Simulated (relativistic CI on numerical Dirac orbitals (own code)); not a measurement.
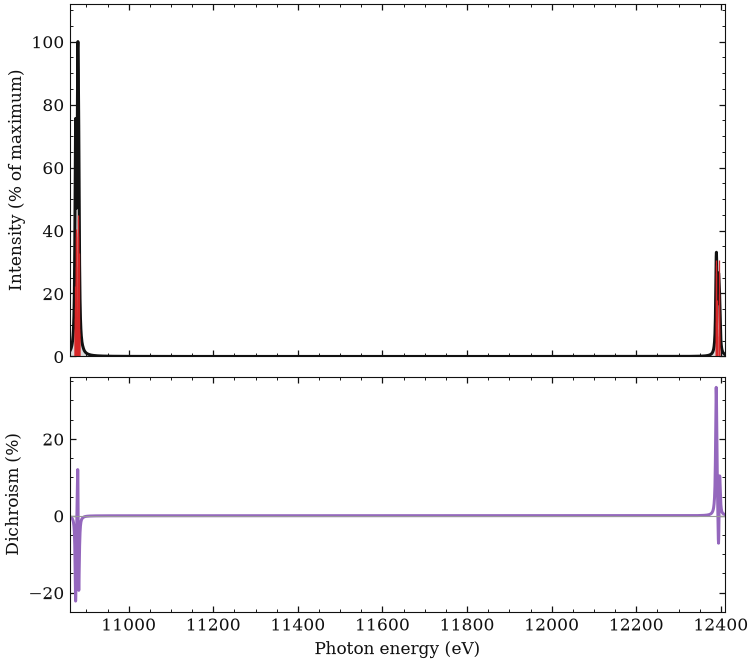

Computed core-level spectrum (absorption) of an ion of charge +5 in a field of D3d symmetry with 10Dq = 61,800, Dσ = 510, Dτ = −360 cm⁻¹. Sticks are the strongest transitions, on a scale of their own. Multiplet model: relativistic Dirac–Coulomb–Breit theory, one configuration a step, Slater integrals scaled by 0.9, 300 K, Voigt broadening (Lorentzian 3 eV, Gaussian 1 eV full widths), computed with a radial Dirac CI code. Dichroism is for the ground state at zero temperature, magnetised by an exchange field of 10 meV on Sz.

Q: Identify the element and the shell or line.

A: L₂,₃ X-ray absorption of Os⁵⁺ (osmium, Z = 76), initial configuration [Xe] 4f¹⁴ 5d³. The main maxima lie at 10874.6 eV (76), 10879.9 eV (100), 12389.4 eV (33) and 12394.7 eV (27), heights in % of the largest; the centroid is at 11262.3 eV. The lower edge holds 0.75 of the intensity (branching ratio, edges parted at 11641 eV), and the core spin-orbit splitting of the orbitals is 1550 eV. The ground state has S = 1.47. The circular dichroism (Δm = −1 less Δm = +1) is largest at 12389.0 eV, 33 % of the isotropic maximum; its integrals over the lower and upper edge are −0.034 and 0.046 of the sum over the three polarisations. The magnetised ground state has ⟨Lz⟩ = 0.33 and ⟨Sz⟩ = −1.45.

Caveat: free-ion energies, so absolute edge positions are off by a few eV from solids.
